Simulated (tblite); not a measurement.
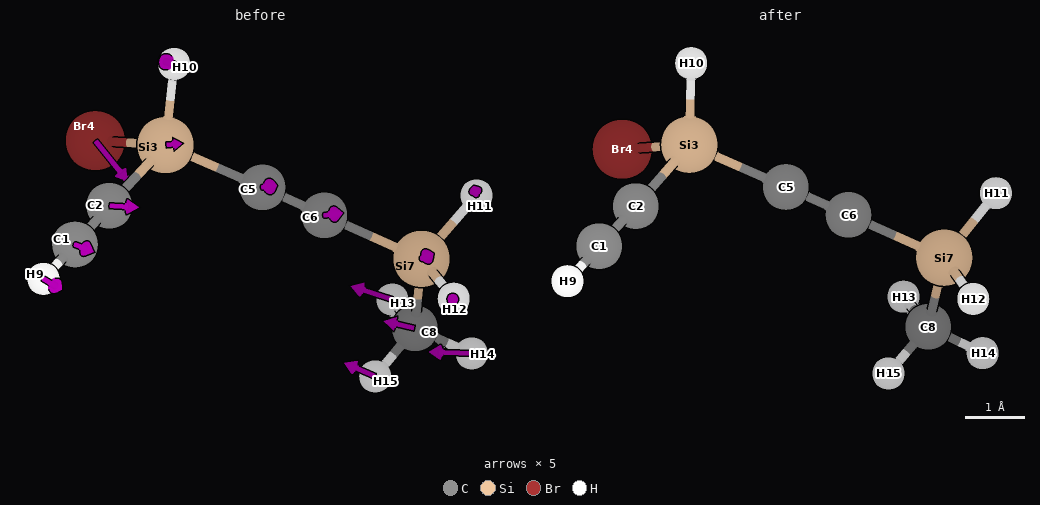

The structure of C$_{5}$H$_{7}$BrSi$_{2}$ before (left) and after (right) a relaxation, at one scale. The purple arrows give the displacements, magnified 5 times.

Style: ball-and-stick. Shown from a free direction.

Theory: GFN2-xTB geometry optimisation, gas phase in tblite 0.8.0. 

**Summarise the run.**

Over 66 geometry steps the energy falls by 2.92 kcal/mol. The atom that moves furthest after the best rigid fit is Br4 (0.20 Å). Largest moves by element: Br 0.20 Å, H 0.17 Å, C 0.12 Å, Si 0.08 Å. Near-neighbour distances that change, for instance: Si7–C8 1.849 → 1.896 Å, C2–Si3 1.885 → 1.844 Å, Si3–H10 1.492 → 1.456 Å, Si3–C5 1.866 → 1.842 Å. Among the angles between lasting bonds that change: C6–Si7–C8 112.3° → 107.6°, H11–Si7–H12 107.0° → 111.3°, C5–Si3–H10 110.5° → 114.2°. The run took 1.9 s on 1 thread of Intel(R) Xeon(R) Processor @ 2.50GHz, with other jobs on the host.
